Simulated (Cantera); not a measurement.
A closed system holds: 1 mol Si3N4, 6.2 mol Cl2, 21 mol H2, equilibrated at 88.0 mbar.

Cantera equilibrium calculation (NASA polynomials, part measured and part estimated; ideal gas, pure solids and liquids). Candidate condensed phases: NH4Cl, Si, Si3N4; 28 gas species. The tables' values for SiCl3, SiCl, SiN are old estimates; treat these amounts as uncertain. Gases not in the tables: Si2H6 and higher silanes. Equilibrium is a limit: real reactors are often held back by kinetics, nucleation or transport.

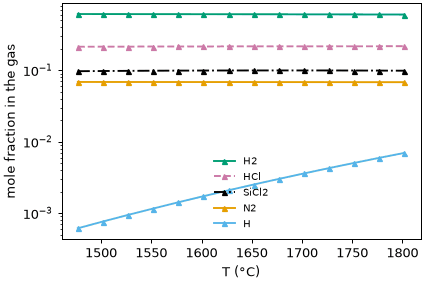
*Equilibrium gas composition (values under 1e-9 drawn at 1e-9)*

From 1477 °C to 1802 °C nothing is condensed. The main Si-bearing gas is SiCl2 throughout.
